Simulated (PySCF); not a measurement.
# C4H5ClS2Si: electronic excitations

Aim: predict the electronic excitations of C4H5ClS2Si (`C#C[Si@@H](Cl)SC(C)=S`).

Programs: PySCF 2.14.0, with density-fitted response routines of our own. Each step states its level of theory. These are calculated values for one molecule in the gas phase, unless marked as measured. Atoms count from 0, in the outputs and in this text.

## Step 1: Starting geometry

13 atoms, charge 0, multiplicity 1; geometry from: GFN2-xTB.

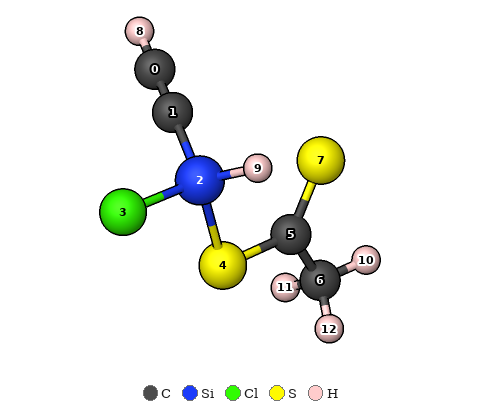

As it starts; carbon dark grey, silicon blue, chlorine green, sulfur yellow, hydrogen pink, atoms numbered.

## Step 2: Ultraviolet spectrum: PBE0/def2-SVPD

What the job is given:

```
{"job": {"kind": "uv", "xc": "PBE0", "basis": "def2-SVPD", "nstates": 8, "ntriplets": 3}, "charge": 0, "multiplicity": 1}
C      2.621616    -1.594063    -1.110799
C      2.259274    -0.545331    -0.646288
Si     1.649725     1.055168     0.033008
Cl     2.667220     2.577495    -0.806473
S     -0.414896     1.317389    -0.709128
C     -1.202847     0.022037     0.124182
C     -2.658959    -0.105961    -0.154757
S     -0.415244    -0.992958     1.135440
H      2.945218    -2.512376    -1.509600
H      1.613502     1.183253     1.476456
H     -3.103701    -0.853001     0.498172
H     -2.807867    -0.404319    -1.193494
H     -3.157429     0.853155    -0.015696
```

With the program's defaults for keys left out, this is: TDDFT PBE0/def2-SVPD, vertical, gas phase, core orbitals frozen in the response.

The run is started by

```sh
$ OMP_NUM_THREADS=1 python probes_run.py task.json out
```

This one command runs all jobs of the session in turn.

Standard output:

```text
coarse grid: 13944 points
cycle   1  E = -1699.9564690514  dE =  9.757e-01  |g| = 4.861e-01  |ddm| = 7.824e+00
cycle   2  E = -1699.8776214783  dE =  7.885e-02  |g| = 7.204e-01  |ddm| = 2.410e+00
cycle   3  E = -1700.0152152340  dE = -1.376e-01  |g| = 1.865e-01  |ddm| = 1.443e+00
cycle   4  E = -1700.0252985225  dE = -1.008e-02  |g| = 4.090e-02  |ddm| = 3.374e-01
cycle   5  E = -1700.0257499767  dE = -4.515e-04  |g| = 1.295e-02  |ddm| = 9.447e-02
cycle   6  E = -1700.0257956468  dE = -4.567e-05  |g| = 4.440e-03  |ddm| = 3.529e-02
cycle   7  E = -1700.0258002757  dE = -4.629e-06  |g| = 1.926e-03  |ddm| = 8.694e-03
final grid: 118856 points
cycle   8  E = -1700.2016381840  dE = -1.094e-05  |g| = 1.054e-02  |ddm| = 9.968e-02
cycle   9  E = -1700.2015676452  dE =  7.054e-05  |g| = 1.925e-02  |ddm| = 3.922e-02
cycle  10  E = -1700.2016654262  dE = -9.778e-05  |g| = 3.074e-03  |ddm| = 2.717e-02
cycle  11  E = -1700.2016681112  dE = -2.685e-06  |g| = 4.055e-04  |ddm| = 5.128e-03
cycle  12  E = -1700.2016681494  dE = -3.816e-08  |g| = 1.783e-04  |ddm| = 8.123e-04
cycle  13  E = -1700.2016681568  dE = -7.401e-09  |g| = 5.905e-05  |ddm| = 3.186e-04
cycle  14  E = -1700.2016681578  dE = -1.028e-09  |g| = 1.876e-05  |ddm| = 1.594e-04
cycle  15  E = -1700.2016681579  dE = -1.237e-10  |g| = 3.731e-06  |ddm| = 4.100e-05
converged SCF energy = -1700.2016681579

Static polarisability (au): isotropic 127.337, principal 99.252 133.210 149.547

Singlet excitations
state   eV       nm        f      main configurations
  1   2.8315    437.9   0.00008   H->L 0.99
  2   4.4614    277.9   0.05367   H-1->L 0.56, H->L+1 0.39
  3   4.6470    266.8   0.06959   H->L+1 0.58, H-1->L 0.33
  4   5.1090    242.7   0.02723   H->L+2 0.82
  5   5.1487    240.8   0.00925   H-1->L+1 0.82, H-2->L 0.08
  6   5.1778    239.5   0.00524   H-2->L 0.74, H-1->L+1 0.12
  7   5.5066    225.2   0.01903   H-3->L 0.94
  8   5.7626    215.2   0.00250   H-1->L+2 0.92

Triplet excitations (Tamm-Dancoff, eV): 2.4234 2.9283 4.2391
```

It took 93 s on 1 thread of Arm Neoverse N1, shared host; peak memory 0.91 GiB.

Frontier orbitals and where they lie:

```tsv
orbital	eV	atoms
HOMO−3	-8.70	C1 39 %, C0 37 %, Cl3 6 %
HOMO−2	-8.52	C1 33 %, C0 33 %, S4 15 %
HOMO−1	-7.46	S4 40 %, S7 36 %, C5 16 %
HOMO	-6.72	S7 67 %, C5 9 %, S4 8 %
LUMO	-2.23	C5 37 %, S7 34 %, S4 14 %
LUMO+1	-1.04	Si2 22 %, S4 20 %, C1 18 %
LUMO+2	-0.58	C0 24 %, C1 23 %, Si2 21 %
```

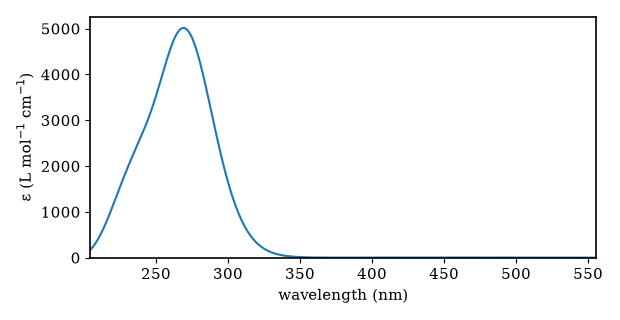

Absorption spectrum: each of the 8 states is a Gaussian band of 0.4 eV half-width at 1/e. Beyond the last state computed it falls off for lack of states.

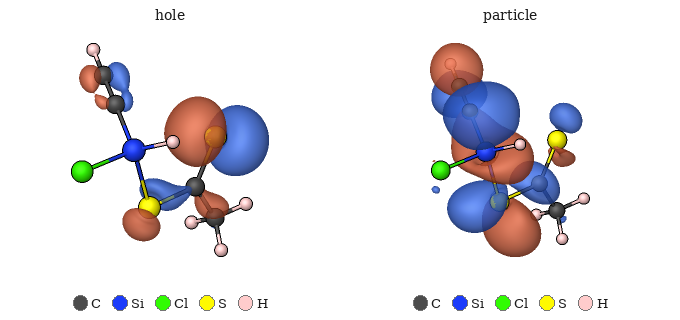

Leading natural transition orbitals of singlet state 3: the electron leaves the hole (left) for the particle orbital (right).

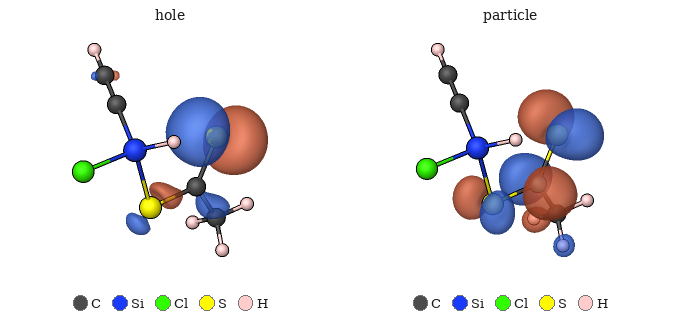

Leading natural transition orbitals of singlet state 1: the electron leaves the hole (left) for the particle orbital (right).

Further results of this job:

```tsv
property	computed
dipole moment (D)	1.37
polarisability (Å³)	18.87
HOMO–LUMO gap (eV)	4.49
−ε(HOMO) (eV)	6.72
```

Orbitals, density, ELF and potential are computed afterwards from the orbital file.

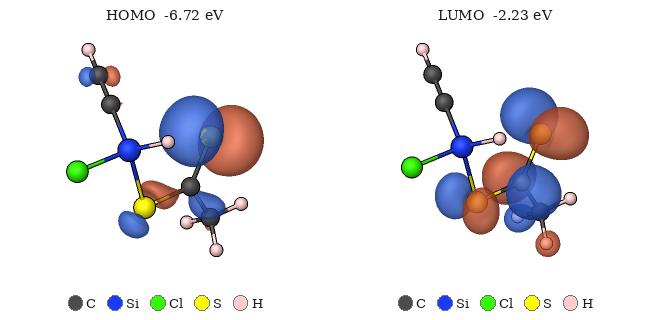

PBE0/def2-SVPD orbitals near the gap, drawn at the value that encloses 70 % of each; the two colours are the two signs.

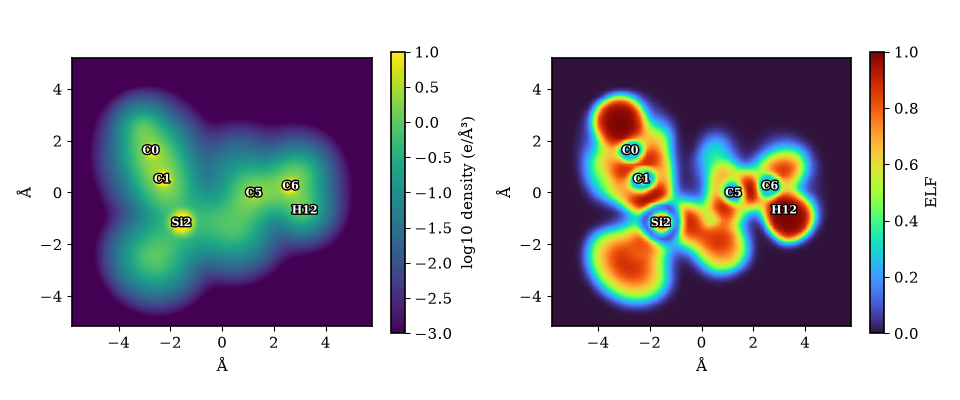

Density (left) and ELF (right) in a plane through or near 6 of the atoms.

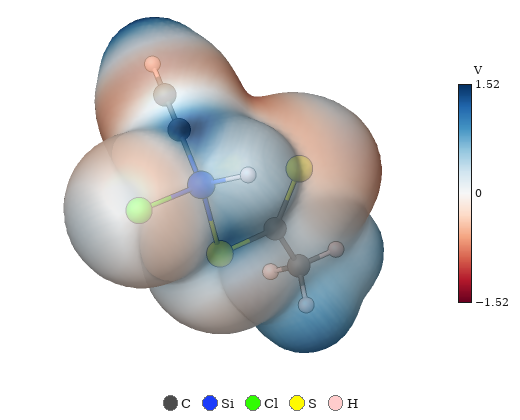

The potential that a unit positive charge feels on the 0.002 e/bohr³ surface, from -0.77 V near S7 to 1.52 V near H8.

## Step 3: Results

| quantity | value |
| --- | --- |
| lowest singlet (PBE0/def2-SVPD) | 2.83 eV (438 nm), f = 0.000 |
| brightest single state of those computed | state 3, 4.65 eV, f = 0.070 |
| lowest triplet | 2.42 eV |
| surface potential, least and greatest | -0.77 V and 1.52 V |

The lowest singlet, at 2.83 eV, is HOMO→LUMO 0.99 and is dark; of the 8 states computed, the strongest absorption comes from state 3 at 4.65 eV. The lowest triplet lies 0.41 eV below the lowest singlet (triplets in Tamm-Dancoff, singlets in full TDDFT). At PBE0/def2-SVPD, counted by nearest atom on the grid, the HOMO lies on S7 74 %; S4 7 %, the LUMO on C5 40 %; S7 34 %.
